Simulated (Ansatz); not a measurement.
Consider C₆H₂₁N₃SSi₂.

```xyz
33

Si   -0.2236   -0.0334    0.3825
N    -1.3625   -0.8110   -0.6646
C    -1.6586   -2.2252   -0.7185
C    -1.9580   -0.0485   -1.7441
N    -0.7258    1.5621    0.8127
C    -1.7641    1.7903    1.7950
C    -0.2547    2.7678    0.1689
N     1.3473    0.0645   -0.3513
C     2.4252    0.8265    0.2476
C     1.6784   -0.5259   -1.6304
S    -0.1266   -1.2040    2.2230
Si    1.5377   -2.4354    1.6570
H    -1.2015   -2.7251   -1.5991
H    -1.2970   -2.7276    0.1897
H    -2.7518   -2.3918   -0.7795
H    -1.7738    1.0280   -1.6024
H    -1.5588   -0.3351   -2.7402
H    -3.0552   -0.1980   -1.7753
H    -2.6627    2.2576    1.3425
H    -1.4149    2.4591    2.6072
H    -2.0795    0.8431    2.2596
H     0.2331    3.4586    0.8873
H     0.4737    2.5260   -0.6185
H    -1.0879    3.3272   -0.3050
H     2.1351    1.1796    1.2497
H     2.6942    1.7139   -0.3613
H     3.3403    0.2131    0.3568
H     2.5456   -1.2112   -1.5478
H     1.9381    0.2446   -2.3852
H     0.8257   -1.1046   -2.0150
H     2.8394   -1.7068    1.6773
H     1.3465   -3.0506    0.3082
H     1.5968   -3.5277    2.6730
```

Geometry: r2SCAN-D4/def2-SVP.

All numbers below come from RKS PBE0-D4/def2-TZVP (Ansatz 0.2.0).

What can the converged electron density and electron localisation function tell about the bonding?

C–N (1.45 Å): the density is about 1.9 e/Å³ at the midpoint; the ELF peaks at about 0.90 between the atoms (localised, covalent bonding).
C–H (1.10 Å): ρ at the midpoint is about 2 e/Å³; the ELF climbs to about 1 towards the hydrogen, as it does in any bond to H; a covalent bond by its length.

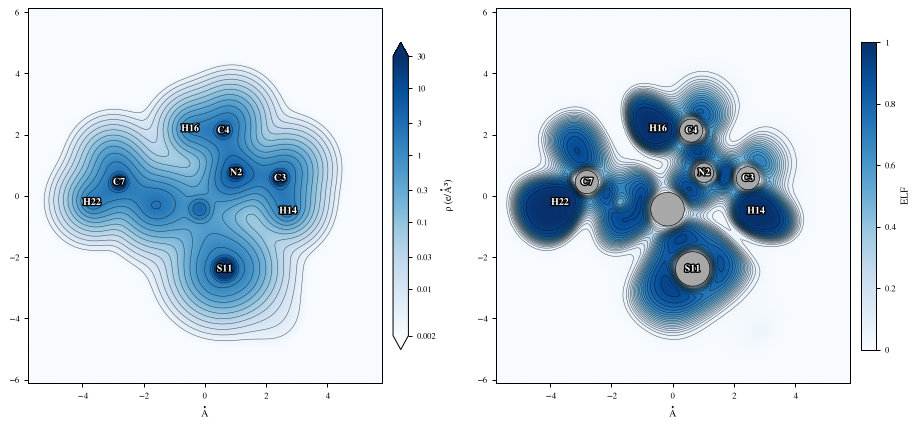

Computed electron density and electron localisation function on the plane of atoms N2, C3 and H14, in this order. Grey discs cover the atomic cores in the ELF map. 
